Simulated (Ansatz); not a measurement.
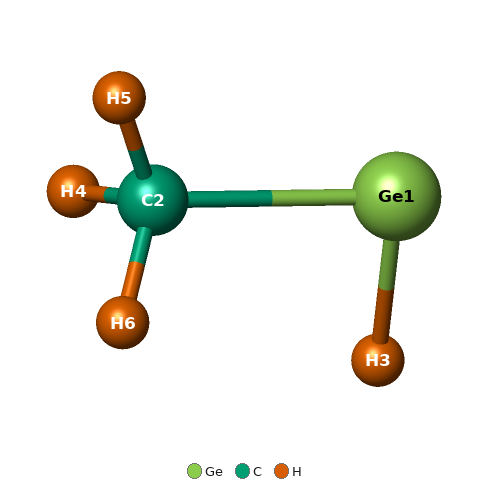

Harmonic vibrations computed with RKS PBE0-D4/def2-TZVP (Ansatz 0.2.0) at a stationary point of the same level.

Question: How many imaginary frequencies does it have?

Answer: A minimum: no imaginary frequency, and the lowest mode lies at 145 cm⁻¹.

Question: List the wavenumbers.

Answer: 12 modes: 145, 556, 565, 604, 886, 1220, 1427, 1438, 1896, 3030, 3101, 3151 cm⁻¹.
